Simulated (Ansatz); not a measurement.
## Molecular dynamics of CH7Al (part 3 of 3)

The same run, continued: CH7Al; RKS PBE/cc-pVDZ (Ansatz 0.2.0). It belongs to a series of runs on one base structure; here: dynamics from the highest image of the converged band.

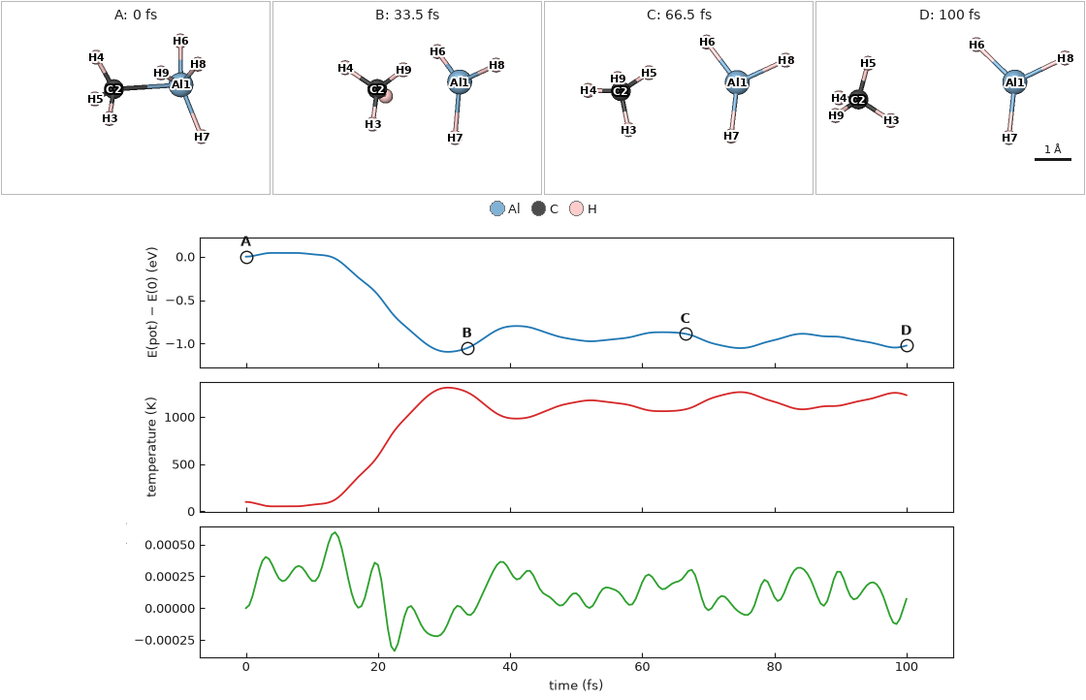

Frames of the molecular dynamics (ball-and-stick, seen at an oblique angle) above the curves, on which the letters mark them. The trajectory kept here has 201 frames over 100 fs. The temperature starts at 100 K, ranges from 53 to 1311 K and averages 1155 K over the second half. The potential energy ends 1.023 eV below its first value. The conserved quantity stays within 0.00093 eV. After an unweighted best fit of the last frame on the first, the root-mean-square displacement is 1.91 Å, and H9 has moved furthest (3.33 Å).

```
Total energy: -7741.05513974 eV, -284.4785293100 hartree
Atom 0 at    -0.110289    -0.371983    -0.922367 Å, force     0.207641    -0.258312    -0.230574 eV/Å
Atom 1 at     0.085055     0.015245     4.052561 Å, force    -0.366278    -0.725379    -0.007243 eV/Å
Atom 2 at    -0.693099    -0.019439     3.265186 Å, force     0.013204     0.058292     0.063807 eV/Å
Atom 3 at     0.598183     0.961744     4.040115 Å, force     0.432030     0.977097    -0.146613 eV/Å
Atom 4 at     0.828312    -0.779392     3.867804 Å, force    -0.003989    -0.148834     0.057311 eV/Å
Atom 5 at     1.348472     0.049009    -0.377116 Å, force    -0.209387     0.191104     0.175715 eV/Å
Atom 6 at    -1.559061     0.170455    -0.479670 Å, force     0.143007     0.089255     0.103476 eV/Å
Atom 7 at    -0.020993    -1.497630    -2.067299 Å, force    -0.139623    -0.021798    -0.035385 eV/Å
Atom 8 at    -0.373339    -0.105880     5.049595 Å, force    -0.076603    -0.161426     0.019504 eV/Å
Dipole moment:    -0.026739     0.060778     0.062187 e Å
```

### Trajectory as extended XYZ (Å, eV, eV/Å), 11 of the 201 frames kept, from step=0 to step=200
```
9
Properties=species:S:1:pos:R:3:forces:R:3 step=0 time_fs=0.0 energy=-7740.03176 temperature=100.0
Al   -0.0428   -0.2748    0.0604    0.0043   0.0015  -0.0099
C    -0.0257   -0.0706    2.2312    0.0009  -0.0010   0.0015
H    -0.9940   -0.1874    2.7569    0.0069   0.0003   0.0030
H     0.7901   -0.5024    2.8459   -0.0072   0.0038  -0.0012
H     0.1818    1.0213    2.1697   -0.0026   0.0002   0.0020
H     1.4301   -0.0561   -0.5097    0.0043   0.0025   0.0020
H    -1.4601    0.2029   -0.4908   -0.0049   0.0022  -0.0002
H    -0.1846   -1.9678    0.5354   -0.0085  -0.0115  -0.0054
H    -0.1230   -1.3086    1.3866    0.0068   0.0020   0.0082
9
Properties=species:S:1:pos:R:3:forces:R:3 step=20 time_fs=10.0 energy=-7740.00385 temperature=69.4
Al   -0.0489   -0.2782    0.0566    0.1411  -0.3395  -0.4393
C    -0.0192   -0.0650    2.2292    0.0922  -0.7089   0.6869
H    -0.9964   -0.2568    2.7025   -0.1868   0.0540   0.2317
H     0.7722   -0.5500    2.8547   -0.1383   0.3736   0.0032
H     0.1352    1.0303    2.2625    0.1882   0.0482  -0.2839
H     1.4345   -0.1352   -0.5026    0.0642   0.1992  -0.0011
H    -1.4348    0.2693   -0.5092   -0.0333   0.0345   0.0823
H    -0.1283   -1.9354    0.5338   -0.1153  -0.0547  -0.1031
H    -0.0561   -1.1977    1.4794   -0.0120   0.3936  -0.1767
9
Properties=species:S:1:pos:R:3:forces:R:3 step=40 time_fs=20.0 energy=-7740.47214 temperature=587.1
Al   -0.0500   -0.2932    0.0294    0.0902  -0.7547  -1.9283
C    -0.0278   -0.0877    2.2868    0.8584   1.2132   2.6428
H    -0.9996   -0.2207    2.7689   -0.3777   0.2325   0.2241
H     0.7869   -0.4065    2.9952   -0.4030   0.1867  -0.2323
H     0.1899    0.9721    2.0681   -0.1545   0.0171  -0.3041
H     1.4613   -0.0169   -0.4716   -0.1560   0.3573   0.1781
H    -1.4226    0.3888   -0.4422    0.0945   0.2208   0.1859
H    -0.1734   -1.9112    0.3564   -0.1111   0.0230  -0.5067
H     0.0157   -0.9105    1.5880    0.1591  -1.4958  -0.2594
9
Properties=species:S:1:pos:R:3:forces:R:3 step=60 time_fs=30.0 energy=-7741.12480 temperature=1307.8
Al   -0.0493   -0.3288   -0.0521   -0.1906   0.1248  -0.7351
C    -0.0204   -0.0745    2.4501    0.8968  -0.4095   0.5742
H    -1.0222    0.0107    2.8795   -0.2810  -0.1201   0.2151
H     0.7950   -0.1418    3.2343   -0.6122   0.4286  -0.5531
H     0.1313    0.7888    1.7755    0.2779   0.2897   0.2591
H     1.3929    0.3626   -0.3111   -0.0471  -0.1937   0.0723
H    -1.3332    0.6554   -0.2181    0.0970  -0.1487   0.0867
H    -0.3028   -1.9258   -0.1938    0.1280   0.1315   0.0780
H     0.0923   -1.0578    1.9322   -0.2687  -0.1026   0.0027
9
Properties=species:S:1:pos:R:3:forces:R:3 step=80 time_fs=40.0 energy=-7740.83350 temperature=986.4
Al   -0.0540   -0.3573   -0.1638   -0.1114   1.1347  -0.1298
C    -0.0050   -0.0710    2.6325    0.3235   0.5912   0.9234
H    -1.0068    0.1870    3.0019   -0.3310   0.0890  -0.0314
H     0.7246    0.3331    3.4051   -0.3309  -0.8201  -0.5402
H     0.1987    0.5771    1.7452   -0.0373  -0.3796   0.1173
H     1.2817    0.5640   -0.0990    0.2757  -0.5688  -0.2317
H    -1.1914    0.7779    0.0629   -0.3446  -0.4133  -0.2310
H    -0.3265   -1.8415   -0.7085    0.1424  -0.0406   0.2164
H     0.0152   -1.1826    2.5085    0.4137   0.4076  -0.0931
9
Properties=species:S:1:pos:R:3:forces:R:3 step=100 time_fs=50.0 energy=-7740.98869 temperature=1157.7
Al   -0.0632   -0.3526   -0.2826   -0.0015   0.2700  -0.1535
C    -0.0109   -0.0403    2.8562    1.3626  -0.6593   0.2471
H    -1.0313    0.3197    3.0445   -0.1483  -0.1607   0.0900
H     0.7474    0.4668    3.5270   -0.5914  -0.1778  -0.4790
H     0.2900    0.1918    1.8016   -0.0067   0.2147   0.4853
H     1.3953    0.3057   -0.0707   -0.0019  -0.0915  -0.1427
H    -1.3158    0.5603    0.1582   -0.0711  -0.1126  -0.2326
H    -0.2257   -1.7689   -1.0321   -0.0177  -0.0037   0.1435
H     0.1518   -1.1531    3.0001   -0.5240   0.7209   0.0418
9
Properties=species:S:1:pos:R:3:forces:R:3 step=120 time_fs=60.0 energy=-7740.92380 temperature=1086.1
Al   -0.0718   -0.3382   -0.4062    0.1254  -0.8052  -0.1901
C     0.0136   -0.0265    3.0872    0.6183  -0.6644   0.3646
H    -1.0267    0.3254    3.0972   -0.1551   0.2557  -0.0346
H     0.6961    0.6715    3.6466   -0.4627  -0.3836  -0.1693
H     0.4022   -0.0586    2.0333   -0.1517  -0.1283   0.4244
H     1.4966   -0.0327   -0.1641   -0.2222   0.5163   0.1457
H    -1.4989    0.2471    0.0479    0.2340   0.3443   0.0128
H    -0.1457   -1.7176   -1.2358   -0.1719  -0.0249  -0.0744
H     0.0266   -1.0635    3.5608    0.1859   0.8902  -0.4790
9
Properties=species:S:1:pos:R:3:forces:R:3 step=140 time_fs=70.0 energy=-7741.01352 temperature=1185.0
Al   -0.0775   -0.3491   -0.5372   -0.0586  -0.6607  -0.1795
C     0.0380   -0.0193    3.3255   -0.2612  -0.5319   0.3964
H    -0.9660    0.3865    3.1196   -0.3120  -0.2687  -0.1327
H     0.5586    0.8280    3.8035    0.4972  -0.1330  -0.0515
H     0.5121   -0.3458    2.3686    0.0546   0.2235   0.3644
H     1.4306    0.0487   -0.1422   -0.1498   0.2737   0.0754
H    -1.5010    0.2193   -0.0599    0.1635   0.2926   0.0890
H    -0.1952   -1.6619   -1.4790    0.0330   0.1081  -0.0106
H    -0.0293   -0.8964    4.0419    0.0334   0.6964  -0.5509
9
Properties=species:S:1:pos:R:3:forces:R:3 step=160 time_fs=80.0 energy=-7740.99185 temperature=1161.2
Al   -0.0844   -0.3783   -0.6720   -0.1435   0.7226   0.3120
C     0.0398    0.0018    3.5698    0.6385  -1.3537   0.3460
H    -0.9162    0.2521    3.1001   -0.2434   0.2781  -0.0074
H     0.6505    0.8456    3.8786   -0.0381   0.8407   0.2074
H     0.6904   -0.5335    2.8431   -0.2352  -0.1290  -0.0408
H     1.2353    0.3456   -0.0773    0.1628  -0.3779  -0.2165
H    -1.3682    0.4240   -0.1093   -0.1578  -0.2434  -0.1106
H    -0.2267   -1.5519   -1.7477    0.1383  -0.0957   0.0284
H    -0.0898   -0.6722    4.4633   -0.1216   0.3583  -0.5185
9
Properties=species:S:1:pos:R:3:forces:R:3 step=180 time_fs=90.0 energy=-7740.95582 temperature=1121.6
Al   -0.0965   -0.3875   -0.7992   -0.0721   0.7970   0.1210
C     0.0791    0.0025    3.8131   -1.1033  -0.7343   0.2436
H    -0.8073    0.1883    3.1862   -0.2697  -0.2386  -0.2234
H     0.5072    0.9804    3.9367    0.9080   0.7965   0.2328
H     0.7322   -0.7346    3.3211    0.2400   0.0849  -0.0013
H     1.1926    0.3528   -0.1740    0.2611  -0.3872  -0.1343
H    -1.3703    0.4391   -0.2464   -0.2311  -0.3543  -0.1285
H    -0.1399   -1.4938   -1.9643    0.0415  -0.0526   0.1593
H    -0.2835   -0.3865    4.7954    0.2256   0.0887  -0.2692
9
Properties=species:S:1:pos:R:3:forces:R:3 step=200 time_fs=100.0 energy=-7741.05509 temperature=1231.1
Al   -0.1103   -0.3720   -0.9224    0.2076  -0.2583  -0.2306
C     0.0851    0.0152    4.0526   -0.3663  -0.7254  -0.0072
H    -0.6931   -0.0194    3.2652    0.0132   0.0583   0.0638
H     0.5982    0.9617    4.0401    0.4320   0.9771  -0.1466
H     0.8283   -0.7794    3.8678   -0.0040  -0.1488   0.0573
H     1.3485    0.0490   -0.3771   -0.2094   0.1911   0.1757
H    -1.5591    0.1705   -0.4797    0.1430   0.0893   0.1035
H    -0.0210   -1.4976   -2.0673   -0.1396  -0.0218  -0.0354
H    -0.3733   -0.1059    5.0496   -0.0766  -0.1614   0.0195
```

The run was set up as follows.

### Input
```yaml
crystal:
  periodic: [false, false, false]
  atoms:
    - { symbol: Al, position_ang: [-0.042759, -0.27483, 0.060443] }
    - { symbol: C, position_ang: [-0.025669, -0.070646, 2.231204] }
    - { symbol: H, position_ang: [-0.994005, -0.187421, 2.75692] }
    - { symbol: H, position_ang: [0.79011, -0.502391, 2.845939] }
    - { symbol: H, position_ang: [0.18184, 1.0213, 2.169685] }
    - { symbol: H, position_ang: [1.430102, -0.05614, -0.509663] }
    - { symbol: H, position_ang: [-1.460147, 0.20291, -0.490818] }
    - { symbol: H, position_ang: [-0.18463, -1.967849, 0.535416] }
    - { symbol: H, position_ang: [-0.123041, -1.308632, 1.386574] }
basis:
  gaussian: { orbitals: cc-pVDZ }
hamiltonian:
  xc: pbe
md:
  timestep: 0.5
  n_steps: 200
  ensemble: nve
  temperature: 100.0
  initial_velocities: maxwell_boltzmann
  seed: 6938
```

Launched with:
```bash
ansatz run input.yaml --threads 1 --pin off --max-ram 2048MiB --backend cpu --events-out ev --progress --plain --runs-dir out
```

### Summary

```json
{"quantity": "outcome", "value": "finished"}
{"quantity": "mean temperature over the second half", "value": "1155 K"}
{"quantity": "trajectory", "value": "200 steps, 100 fs"}
{"quantity": "ensemble", "value": "nve"}
{"quantity": "temperature in the input", "value": "100.0 K"}
{"quantity": "time step", "value": "0.5 fs"}
{"quantity": "potential energy (last step)", "value": "−7741.0551 eV"}
{"quantity": "mean-field energy (last step)", "value": "−7741.0551 eV"}
{"quantity": "largest force (length of the vector) (last step)", "value": "1.078 eV/Å"}
{"quantity": "hardware", "value": "1 thread of Arm Neoverse V1, 24 GiB of memory available, shared host"}
{"quantity": "wall time", "value": "4.9 min"}
{"quantity": "peak memory", "value": "0.11 GiB"}
```

### Remarks

So short a trajectory is not equilibrated.
